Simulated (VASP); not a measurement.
Band structure of Mn (space group P6_3/mmc). Calculation: r2SCAN meta-GGA, VASP's PBE PAW potentials (set 64) (plane waves; VASP 6.6.1).

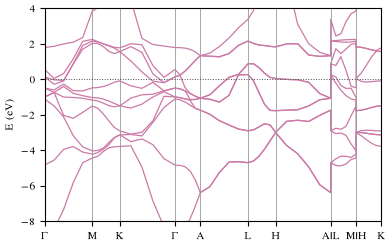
*Bands along high-symmetry lines, zero at the valence-band maximum or, without a gap, the Fermi level*

Task: Read the plot: is there a gap, and where are the band edges?

Result: It has no gap at this level: it comes out as a metal or semimetal.

The structure comes from a computed database's Mn entry (P6_3/mmc); how it stands against other phases isn't given here. It was relaxed first. The run is not spin-polarised, so no magnetic state was tried.
